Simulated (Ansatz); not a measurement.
## Geometry relaxation, with input and output: BH3F

The run: geometry relaxation of BH3F, multiplicity 2. Method and program: UKS B3LYP/def2-SVP (Ansatz 0.2.0).

It belongs to a series of runs on one base structure; here: end point A relaxed. Figures and captions count atoms from 1; the log counts them from 0 in places.

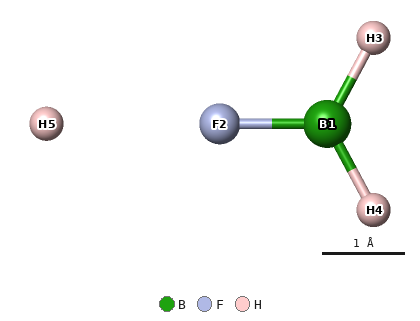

The structure as given in the input (ball-and-stick view, seen on its broad side; atoms are numbered from 1 in the order of the input). Bond lengths as drawn: B–F 1.32 Å and B–H 1.20 Å.

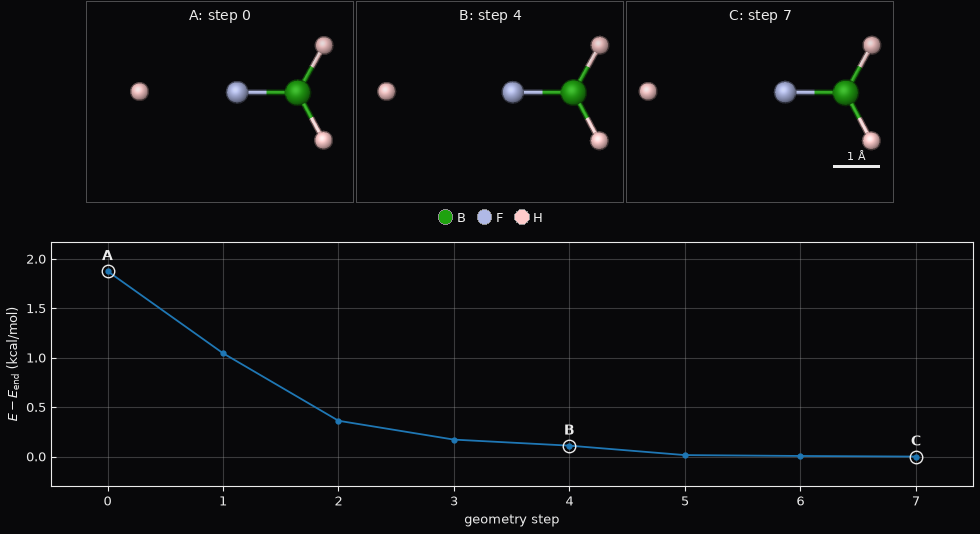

Frames of the relaxation (ball-and-stick view, seen at a tilt) above the curves, on which the letters mark them (the first geometry is step 0 here and step 1 in the log).

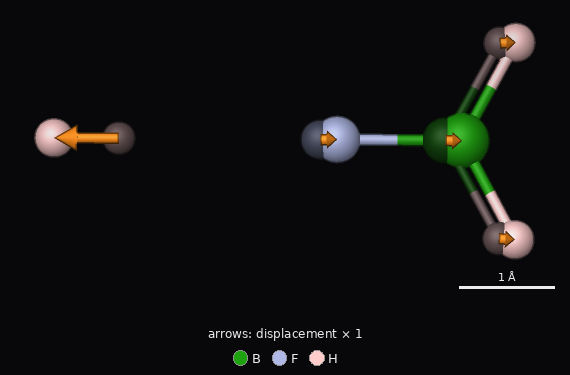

Start (faint) and end (solid) with the displacements as orange arrows, at true length (ball-and-stick view, seen at a tilt). The two geometries are laid on each other by the best rigid fit. Over 7 geometry steps the energy falls by 1.88 kcal/mol. The largest force component goes from 0.34 to 0.0085 eV/Å. The largest move after the best rigid fit is that of H5, 0.68 Å. Largest moves by element: H 0.68 Å, F 0.18 Å, B 0.17 Å. Distances before and after: B1–H3 1.202 → 1.207 Å. (Atoms are counted from 1 in the order of the input.)

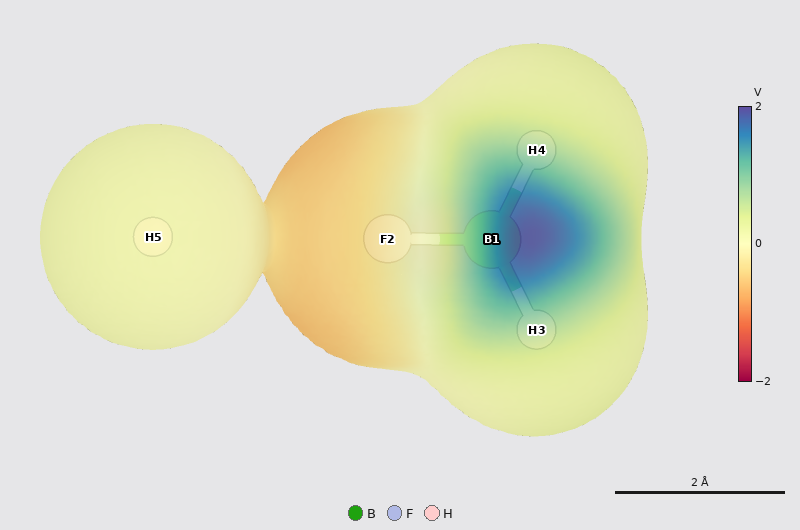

The electrostatic potential painted on the density surface at 0.002 e/bohr³, seen at a tilt; red is negative and blue positive. A positive charge is drawn to the negative regions and a negative charge to the positive ones.

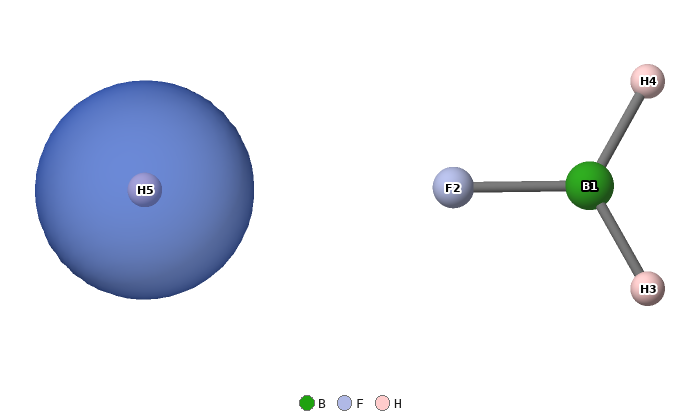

Isosurface of the spin density (α minus β) at +0.04 e/Å³ (blue), seen at a tilt. The unpaired spin (1 electron) lies mostly on H5 (about 1.0), in electrons by Hirshfeld's partition.

The input and output of the run follow.

### The input
```yaml
crystal:
  periodic: [false, false, false]
  atoms:
    - { symbol: B, position_ang: [0.0, -4.0e-06, -0.092884] }
    - { symbol: F, position_ang: [0.0, 1.0e-06, 1.227598] }
    - { symbol: H, position_ang: [1.059706, 1.0e-06, -0.659991] }
    - { symbol: H, position_ang: [-1.059706, 1.0e-06, -0.659991] }
    - { symbol: H, position_ang: [0.0, 0.0, 3.355268] }
magnetization:
  spin_polarized: true
  initial_magnetization: 1
basis:
  gaussian: { orbitals: def2-SVP }
hamiltonian:
  xc: b3lyp
relax:
  f_tol: 0.03
  max_steps: 50
output:
  orbitals: {}
```

Launched with:
```bash
ansatz run input.yaml --threads 1 --pin off --max-ram 2048MiB --backend cpu --events-out ev --progress --plain --runs-dir out
```

### What the program printed
```
The last accepted step is kept in [file] (removed where the run ends without a failure and the disk answers)
Engine: ansatz 0.2.0, aarch64-unknown-linux-gnu
Functional definition: B3LYP
  parameter a0 = 0.2
  parameter ax = 0.72
  parameter ac = 0.81
  exchange = (1 - a0 - ax)*slater_x + ax*b88_x + a0*exact_x
  correlation = (1 - ac)*vwn_rpa_c + ac*lyp_c
467 factors; integrals over basis functions are off by at most 7.7e-4 eV
mean field evaluation 1: about -3436.7554 eV, gradient 1.5e1 eV
mean field evaluation 2: about -3436.2054 eV, gradient 2.2e1 eV
mean field evaluation 4: about -3437.6172 eV, gradient 3.9e-1 eV
mean field evaluation 8: about -3437.6384 eV, gradient 1.6e-2 eV
mean field evaluation 16: about -3437.6384 eV, gradient 2.2e-5 eV
mean field -3437.63843285 eV, -126.3308822921 hartree, gradient 2.2e-5 eV, S^2 0.750116; 0 other end points of the search recorded, 0 dependent functions left out
the calculation of the forces begins
reference -3437.63865598 eV, -126.3308904921 hartree; 9, 8 occupied and 34, 35 virtual orbitals, 467 factors
relax step   1: F+E_penalty+E_count = -3437.63843285 eV  Δ(F+E_penalty+E_count) = +0.000e0 eV  max|allowed force component| = 3.369e-1 eV/Å  Δτ_max = 0.0000 Å  (26 SCF iters, accepted)
these checks for a lower state are left out or cut short: starts, cluster_reference, orbital_swaps, neighbouring_geometries, increment
467 factors; integrals over basis functions are off by at most 7.1e-4 eV
mean field -3437.67443866 eV, -126.3322054814 hartree, gradient 2.4e-5 eV, S^2 0.750074; 0 other end points of the search recorded, 0 dependent functions left out
the calculation of the forces begins
reference -3437.67466363 eV, -126.3322137489 hartree; 9, 8 occupied and 34, 35 virtual orbitals, 467 factors
relax step   2: F+E_penalty+E_count = -3437.67443866 eV  Δ(F+E_penalty+E_count) = -3.601e-2 eV  max|allowed force component| = 2.096e-1 eV/Å  Δτ_max = 0.1033 Å  (27 SCF iters, accepted)
these checks for a lower state are left out or cut short: starts, cluster_reference, orbital_swaps, neighbouring_geometries, increment
467 factors; integrals over basis functions are off by at most 3.9e-4 eV
mean field evaluation 32: about -3437.7041 eV, gradient 2.4e-5 eV
mean field -3437.70408233 eV, -126.3332948660 hartree, gradient 2.4e-5 eV, S^2 0.750028; 0 other end points of the search recorded, 0 dependent functions left out
the calculation of the forces begins
reference -3437.70431276 eV, -126.3333033341 hartree; 9, 8 occupied and 34, 35 virtual orbitals, 467 factors
relax step   3: F+E_penalty+E_count = -3437.70408233 eV  Δ(F+E_penalty+E_count) = -2.964e-2 eV  max|allowed force component| = 4.453e-1 eV/Å  Δτ_max = 0.2000 Å  (29 SCF iters, accepted)
these checks for a lower state are left out or cut short: starts, cluster_reference, orbital_swaps, neighbouring_geometries, increment
467 factors; integrals over basis functions are off by at most 4.1e-4 eV
mean field -3437.71235596 eV, -126.3335989165 hartree, gradient 2.3e-5 eV, S^2 0.750014; 0 other end points of the search recorded, 0 dependent functions left out
the calculation of the forces begins
reference -3437.71259082 eV, -126.3336075473 hartree; 9, 8 occupied and 34, 35 virtual orbitals, 467 factors
relax step   4: F+E_penalty+E_count = -3437.71235596 eV  Δ(F+E_penalty+E_count) = -8.274e-3 eV  max|allowed force component| = 5.522e-1 eV/Å  Δτ_max = 0.1648 Å  (27 SCF iters, accepted)
these checks for a lower state are left out or cut short: starts, cluster_reference, orbital_swaps, neighbouring_geometries, increment
467 factors; integrals over basis functions are off by at most 4.0e-4 eV
mean field -3437.71500713 eV, -126.3336963452 hartree, gradient 2.3e-5 eV, S^2 0.750011; 0 other end points of the search recorded, 0 dependent functions left out
the calculation of the forces begins
reference -3437.71524278 eV, -126.3337050052 hartree; 9, 8 occupied and 34, 35 virtual orbitals, 467 factors
relax step   5: F+E_penalty+E_count = -3437.71500713 eV  Δ(F+E_penalty+E_count) = -2.651e-3 eV  max|allowed force component| = 2.458e-1 eV/Å  Δτ_max = 0.0309 Å  (27 SCF iters, accepted)
these checks for a lower state are left out or cut short: starts, cluster_reference, orbital_swaps, neighbouring_geometries, increment
467 factors; integrals over basis functions are off by at most 4.0e-4 eV
mean field -3437.71915182 eV, -126.3338486596 hartree, gradient 2.3e-5 eV, S^2 0.750007; 0 other end points of the search recorded, 0 dependent functions left out
the calculation of the forces begins
reference -3437.71938920 eV, -126.3338573833 hartree; 9, 8 occupied and 34, 35 virtual orbitals, 467 factors
relax step   6: F+E_penalty+E_count = -3437.71915182 eV  Δ(F+E_penalty+E_count) = -4.145e-3 eV  max|allowed force component| = 4.776e-2 eV/Å  Δτ_max = 0.0843 Å  (27 SCF iters, accepted)
these checks for a lower state are left out or cut short: starts, cluster_reference, orbital_swaps, neighbouring_geometries, increment
467 factors; integrals over basis functions are off by at most 4.0e-4 eV
mean field -3437.71953441 eV, -126.3338627194 hartree, gradient 2.1e-5 eV, S^2 0.750006; 0 other end points of the search recorded, 0 dependent functions left out
the calculation of the forces begins
reference -3437.71977291 eV, -126.3338714844 hartree; 9, 8 occupied and 34, 35 virtual orbitals, 467 factors
relax step   7: F+E_penalty+E_count = -3437.71953441 eV  Δ(F+E_penalty+E_count) = -3.826e-4 eV  max|allowed force component| = 2.925e-2 eV/Å  Δτ_max = 0.0426 Å  (22 SCF iters, accepted)
these checks for a lower state are left out or cut short: starts, cluster_reference, orbital_swaps, neighbouring_geometries, increment
467 factors; integrals over basis functions are off by at most 4.0e-4 eV
mean field evaluation 64: about -3437.6996 eV, gradient 1.5e-1 eV
mean field -3437.71979333 eV, -126.3338722347 hartree, gradient 5.9e-6 eV, S^2 0.750004; 0 other end points of the search recorded, 0 dependent functions left out
the calculation of the forces begins
reference -3437.72003391 eV, -126.3338810757 hartree; 9, 8 occupied and 34, 35 virtual orbitals, 467 factors
relax step   8: F+E_penalty+E_count = -3437.71979333 eV  Δ(F+E_penalty+E_count) = -2.589e-4 eV  max|allowed force component| = 8.476e-3 eV/Å  Δτ_max = 0.0593 Å  (23 SCF iters, accepted)
467 factors; integrals over basis functions are off by at most 4.0e-4 eV
mean field -3437.71979333 eV, -126.3338722347 hartree, gradient 5.9e-6 eV, S^2 0.750004; 1 other end points of the search recorded, 0 dependent functions left out
the calculation of the forces begins
reference -3437.72003391 eV, -126.3338810757 hartree; 9, 8 occupied and 34, 35 virtual orbitals, 467 factors
Total energy: -3437.72003391 eV, -126.3338810757 hartree
Atom 0 at    -0.000000    -0.000437    -0.266158 Å, force    -0.000000    -0.008476     0.006821 eV/Å
Atom 1 at    -0.000000    -0.012907     1.052924 Å, force     0.000000     0.002488    -0.002214 eV/Å
Atom 2 at     1.068351     0.003960    -0.828456 Å, force    -0.005755     0.002984    -0.002931 eV/Å
Atom 3 at    -1.068351     0.003960    -0.828456 Å, force     0.005755     0.002984    -0.002931 eV/Å
Atom 4 at     0.000000     0.005424     4.040146 Å, force     0.000000     0.000019     0.001255 eV/Å
Dipole moment:    -0.000000     0.001419    -0.122035 e Å
```

### Trajectory as extended XYZ (Å, eV, eV/Å), 8 frames, from step=1 to step=8
```
5
Properties=species:S:1:pos:R:3:forces:R:3 step=1 energy=-3437.63843
B     0.0000    0.0000   -0.0929    0.0000   0.0001  -0.0340
F     0.0000    0.0000    1.2276    0.0000   0.0000  -0.2781
H     1.0597    0.0000   -0.6600    0.1257   0.0000  -0.0124
H    -1.0597    0.0000   -0.6600   -0.1257   0.0000  -0.0124
H     0.0000    0.0000    3.3553    0.0000   0.0000   0.3369
5
Properties=species:S:1:pos:R:3:forces:R:3 step=2 energy=-3437.67444
B     0.0000    0.0000   -0.1209    0.0000  -0.0003   0.0107
F     0.0000    0.0000    1.2002    0.0000   0.0001  -0.2096
H     1.0659    0.0000   -0.6839    0.0327   0.0001  -0.0048
H    -1.0659    0.0000   -0.6839   -0.0327   0.0001  -0.0048
H     0.0000    0.0000    3.4585    0.0000   0.0000   0.2086
5
Properties=species:S:1:pos:R:3:forces:R:3 step=3 energy=-3437.70408
B     0.0000   -0.0001   -0.1718    0.0000   0.0019  -0.2777
F     0.0000    0.0001    1.1377    0.0000  -0.0005   0.4453
H     1.0635    0.0000   -0.7272    0.1461  -0.0007  -0.1189
H    -1.0635    0.0000   -0.7272   -0.1461  -0.0007  -0.1189
H     0.0000    0.0000    3.6585    0.0000   0.0000   0.0701
5
Properties=species:S:1:pos:R:3:forces:R:3 step=4 energy=-3437.71236
B     0.0000    0.0028   -0.2092    0.0000  -0.0753   0.3380
F     0.0000   -0.0170    1.1215    0.0000   0.0279  -0.5522
H     1.0644    0.0037   -0.7827   -0.0152   0.0235   0.0940
H    -1.0644    0.0037   -0.7827    0.0152   0.0235   0.0940
H     0.0000    0.0069    3.8232    0.0000   0.0003   0.0263
5
Properties=species:S:1:pos:R:3:forces:R:3 step=5 energy=-3437.71501
B     0.0000   -0.0148   -0.2189    0.0000   0.2458   0.0985
F     0.0000   -0.0063    1.1038    0.0000  -0.0737  -0.1781
H     1.0676    0.0082   -0.7844   -0.0196  -0.0861   0.0298
H    -1.0676    0.0082   -0.7844    0.0196  -0.0861   0.0298
H     0.0000    0.0047    3.8540    0.0000   0.0001   0.0200
5
Properties=species:S:1:pos:R:3:forces:R:3 step=6 energy=-3437.71915
B     0.0000   -0.0009   -0.2414    0.0000   0.0005   0.0478
F     0.0000   -0.0126    1.0783    0.0000  -0.0002  -0.0261
H     1.0677    0.0041   -0.8026    0.0137  -0.0002  -0.0153
H    -1.0677    0.0041   -0.8026   -0.0137  -0.0002  -0.0153
H     0.0000    0.0053    3.9383    0.0000   0.0001   0.0090
5
Properties=species:S:1:pos:R:3:forces:R:3 step=7 energy=-3437.71953
B     0.0000    0.0000   -0.2519    0.0000  -0.0160   0.0292
F     0.0000   -0.0131    1.0674    0.0000   0.0047  -0.0092
H     1.0681    0.0039   -0.8132    0.0059   0.0056  -0.0127
H    -1.0681    0.0039   -0.8132   -0.0059   0.0056  -0.0127
H     0.0000    0.0054    3.9809    0.0000   0.0001   0.0053
5
Properties=species:S:1:pos:R:3:forces:R:3 step=8 energy=-3437.71979
B     0.0000   -0.0004   -0.2662    0.0000  -0.0085   0.0068
F     0.0000   -0.0129    1.0529    0.0000   0.0025  -0.0022
H     1.0684    0.0040   -0.8285   -0.0058   0.0030  -0.0029
H    -1.0684    0.0040   -0.8285    0.0058   0.0030  -0.0029
H     0.0000    0.0054    4.0401    0.0000   0.0000   0.0013
```

### Summary

| quantity | value |
| --- | --- |
| outcome | converged |
| total energy | −3437.7200 eV |
| mean-field energy | −3437.7200 eV |
| ⟨S²⟩ | 0.750 |
| largest force (length of the vector) at the end | 0.011 eV/Å |
| hardware | 1 thread of Arm Neoverse V1, 24 GiB of memory available, shared host |
| wall time | 10 s |
| peak memory | 0.11 GiB |
